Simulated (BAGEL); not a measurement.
# One shape, several levels: triplet CH4F2Ge

Wanted: a comparison of 5 runs (UHF/3-21G, ROHF/6-31G*, UHF/6-31G*, ROHF/def2-SVP, UHF/def2-SVP) of triplet CH4F2Ge. 

Program for the calculation: BAGEL 1.2.2.

3 further runs of the same task are left out: 1 that didn't finish, 2 set aside as unsound or not needed. Runs told in other sessions of the task aren't counted.

**1. The structure to begin with**

CH4F2Ge has 8 atoms, charge 0, and is taken as a triplet. As SMILES of the parent species, `[CH3][GeH]([F])[F]`. The coordinates come from a PBE0-D4/def2-TZVP relaxation. That shape belongs to the parent species and isn't relaxed for this state.

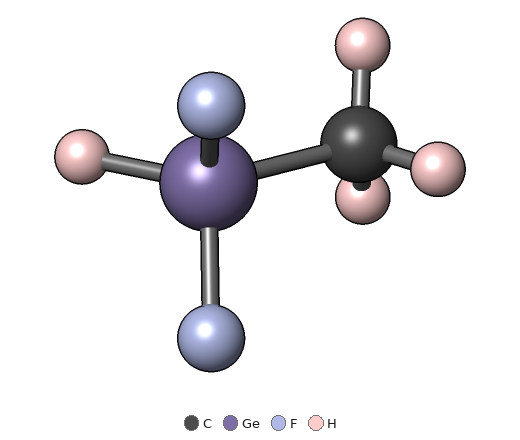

Viewed from a chosen angle; carbon dark grey, germanium purple, fluorine light blue, hydrogen pink.

**2. A single-point energy at UHF/3-21G (density fitting with qzvpp-jkfit) (run 1)**

Contents of input.json:

```json
{ "bagel": [

{
  "title": "molecule",
  "basis": "3-21g",
  "df_basis": "qzvpp-jkfit",
  "angstrom": "true",
  "geometry": [
    { "atom": "C", "xyz": [   -0.327500,    0.971500,   -0.228700 ] },
    { "atom": "Ge", "xyz": [    0.203500,   -0.811600,    0.254400 ] },
    { "atom": "F", "xyz": [    1.873600,   -0.782400,    0.707300 ] },
    { "atom": "F", "xyz": [    0.164100,   -1.799000,   -1.166500 ] },
    { "atom": "H", "xyz": [   -1.357000,    0.970900,   -0.588000 ] },
    { "atom": "H", "xyz": [   -0.248000,    1.632700,    0.634700 ] },
    { "atom": "H", "xyz": [    0.329200,    1.333300,   -1.020100 ] },
    { "atom": "H", "xyz": [   -0.545800,   -1.572800,    1.351200 ] }
  ]
},
{ "title": "uhf", "charge": 0, "nopen": 2 },
{ "title": "print", "file": "orbitals.molden", "orbitals": "true" }

]}
```

On the command line:

```
BAGEL_NUM_THREADS=1 BAGEL input.json > input.out
```

Standard output:

```text
* using 1 threads per process

  ===============================================================
  ===============================================================

  *** Geometry ***

  { "atom" : "C", "xyz" : [     -0.618885,      1.835869,     -0.432180 ] },
  { "atom" : "Ge", "xyz" : [      0.384559,     -1.533702,      0.480746 ] },
  { "atom" : "F", "xyz" : [      3.540591,     -1.478522,      1.336603 ] },
[... 4 lines of this table left out ...]
  { "atom" : "H", "xyz" : [     -1.031413,     -2.972161,      2.553398 ] },

  Number of auxiliary basis functions:      567

  Since a DF basis is specified, we compute 2- and 3-index integrals:
    o Being stored without compression. Storage requirement is 0.015 GB

  Number of basis functions:       57
  Number of electrons      :       60

    * METHOD: MOLECULE                             0.27

  *** Open-shell HF ***

  === Nuclear Repulsion ===
   318.4522505022

      * DIIS with orbital gradients will be used.

  === UHF iteration (3-21g) ===
      0      -2302.64550997          0.05227100           0.14
      1      -2302.79276016          0.03850551           0.13
      2      -2302.85331180          0.02469945           0.13
[... 29 lines of this table left out ...]
     32      -2302.90862035          0.00000001           0.13
    * SCF iteration converged.

    * S^2 (UHF) is 2.0140

    * Permanent dipole moment:
           (    0.813629,    -1.260321,    -0.060016) a.u.

    * METHOD: UHF                                  4.57

    * METHOD: PRINT                                0.01

  ===============================================================
```

Wall time 5.1 s (1 thread of Arm Neoverse V1, shared host); peak memory 0.1 GiB.

**3. A single-point energy at ROHF/6-31G(d) (density fitting with qzvpp-jkfit, spherical functions) (run 2)**

Contents of hf.json:

```json
{ "bagel" : [

{
  "title" : "molecule",
  "basis" : "6-31gs.json",
  "df_basis" : "qzvpp-jkfit",
  "angstrom" : true,
  "geometry" : [
    { "atom" : "C", "xyz" : [      -0.327500,       0.971500,      -0.228700 ] },
    { "atom" : "Ge", "xyz" : [       0.203500,      -0.811600,       0.254400 ] },
    { "atom" : "F", "xyz" : [       1.873600,      -0.782400,       0.707300 ] },
    { "atom" : "F", "xyz" : [       0.164100,      -1.799000,      -1.166500 ] },
    { "atom" : "H", "xyz" : [      -1.357000,       0.970900,      -0.588000 ] },
    { "atom" : "H", "xyz" : [      -0.248000,       1.632700,       0.634700 ] },
    { "atom" : "H", "xyz" : [       0.329200,       1.333300,      -1.020100 ] },
    { "atom" : "H", "xyz" : [      -0.545800,      -1.572800,       1.351200 ] }
  ]
},

{
  "title" : "rohf",
  "nopen" : 2
},

{
  "title" : "print",
  "file" : "orbitals.molden",
  "orbitals" : true
}

]}
```

The basis set 6-31G* is read from a file made from the Basis Set Exchange's data (not shown).

On the command line:

```
BAGEL_NUM_THREADS=1 BAGEL hf.json > hf.out
```

Standard output:

```text
* using 1 threads per process

  ===============================================================
  ===============================================================

  *** Geometry ***

  { "atom" : "C", "xyz" : [     -0.618885,      1.835869,     -0.432180 ] },
  { "atom" : "Ge", "xyz" : [      0.384559,     -1.533702,      0.480746 ] },
  { "atom" : "F", "xyz" : [      3.540591,     -1.478522,      1.336603 ] },
[... 4 lines of this table left out ...]
  { "atom" : "H", "xyz" : [     -1.031413,     -2.972161,      2.553398 ] },

  Number of auxiliary basis functions:      567

  Since a DF basis is specified, we compute 2- and 3-index integrals:
    o Being stored without compression. Storage requirement is 0.031 GB

  Number of basis functions:       82
  Number of electrons      :       60

    * METHOD: MOLECULE                             0.36

  *** Open-shell HF ***

  === Nuclear Repulsion ===
   318.4522505022

      * DIIS with orbital gradients will be used.

  === ROHF iteration (6-31gs.json) ===
      0      -2313.56798149          0.04298711           0.20
      1      -2313.70056004          0.03563470           0.21
      2      -2313.78222129          0.02484932           0.21
[... 39 lines of this table left out ...]
     42      -2313.89244859          0.00000001           0.21
    * SCF iteration converged.

    * S^2 (ROHF) is 2.0000

    * Permanent dipole moment:
           (    0.744369,    -1.328400,     0.038480) a.u.

    * METHOD: ROHF                                 9.12

    * METHOD: PRINT                                0.02

  ===============================================================
```

It took 9.9 s on 1 thread of Arm Neoverse V1, shared host; peak memory 0.14 GiB.

Runs 3 to 4 aren't shown in full; the table further down has their settings and results.

**4. A single-point energy at UHF/def2-SVP (density fitting with qzvpp-jkfit) (run 5)**

Contents of input.json:

```json
{ "bagel": [

{
  "title": "molecule",
  "basis": "svp",
  "df_basis": "qzvpp-jkfit",
  "angstrom": true,
  "geometry": [
    { "atom": "C", "xyz": [      -0.327500,       0.971500,      -0.228700 ] },
    { "atom": "Ge", "xyz": [       0.203500,      -0.811600,       0.254400 ] },
    { "atom": "F", "xyz": [       1.873600,      -0.782400,       0.707300 ] },
    { "atom": "F", "xyz": [       0.164100,      -1.799000,      -1.166500 ] },
    { "atom": "H", "xyz": [      -1.357000,       0.970900,      -0.588000 ] },
    { "atom": "H", "xyz": [      -0.248000,       1.632700,       0.634700 ] },
    { "atom": "H", "xyz": [       0.329200,       1.333300,      -1.020100 ] },
    { "atom": "H", "xyz": [      -0.545800,      -1.572800,       1.351200 ] }
  ]
},

{ "title": "uhf", "nopen": 2 },

{ "title": "print", "file": "orbitals.molden", "orbitals": true }

]}
```

On the command line:

```
BAGEL_NUM_THREADS=1 BAGEL input.json > input.out
```

Standard output:

```text
* using 1 threads per process

  ===============================================================
  ===============================================================

  *** Geometry ***

  { "atom" : "C", "xyz" : [     -0.618885,      1.835869,     -0.432180 ] },
  { "atom" : "Ge", "xyz" : [      0.384559,     -1.533702,      0.480746 ] },
  { "atom" : "F", "xyz" : [      3.540591,     -1.478522,      1.336603 ] },
[... 4 lines of this table left out ...]
  { "atom" : "H", "xyz" : [     -1.031413,     -2.972161,      2.553398 ] },

  Number of auxiliary basis functions:      567

  Since a DF basis is specified, we compute 2- and 3-index integrals:
    o Being stored without compression. Storage requirement is 0.040 GB

  Number of basis functions:       94
  Number of electrons      :       60

    * METHOD: MOLECULE                             0.36

  *** Open-shell HF ***

  === Nuclear Repulsion ===
   318.4522505022

      * DIIS with orbital gradients will be used.

  === UHF iteration (svp) ===
      0      -2313.40886489          0.03772796           0.25
      1      -2313.56703026          0.03016717           0.23
      2      -2313.64960124          0.02024436           0.24
[... 95 lines of this table left out ...]
     98      -2313.74213501          0.00000001           0.25
    * SCF iteration converged.

    * S^2 (UHF) is 2.0164

    * Permanent dipole moment:
           (    0.730966,    -1.327380,     0.057734) a.u.

    * METHOD: UHF                                 24.62

    * METHOD: PRINT                                0.02

  ===============================================================
```

Run time: 25 s. Hardware: 1 thread of Arm Neoverse V1, shared host; peak memory 0.16 GiB.

**5. The series**

| run | level | energy (Eh) | dipole moment (D) | ⟨S²⟩ | wall time |
| --- | --- | --- | --- | --- | --- |
| 1 | UHF/3-21G (density fitting with qzvpp-jkfit) | -2302.908620 | 3.82 | 2.014 | 5.1 s |
| 2 | ROHF/6-31G* (density fitting with qzvpp-jkfit, spherical functions) | -2313.892449 | 3.87 | 2.000 | 9.9 s |
| 3 | UHF/6-31G* (density fitting with qzvpp-jkfit, spherical functions) | -2313.897870 | 3.75 | 2.017 | 14 s |
| 4 | ROHF/def2-SVP (density fitting with qzvpp-jkfit) | -2313.736562 | 3.92 | 2.000 | 10 s |
| 5 | UHF/def2-SVP (density fitting with qzvpp-jkfit) | -2313.742135 | 3.85 | 2.016 | 25 s |

**6. Outcome**

```
            quantity           value
 run 5: total energy  -2313.74214 Eh
run 5: dipole moment          3.85 D
         run 5: ⟨S²⟩           2.016
```

In words: The dipole moment (its size) runs from 3.75 D (UHF/6-31G*) to 3.92 D (ROHF/def2-SVP). The two ends differ in method and basis. All runs together took 64 s, the longest 25 s.
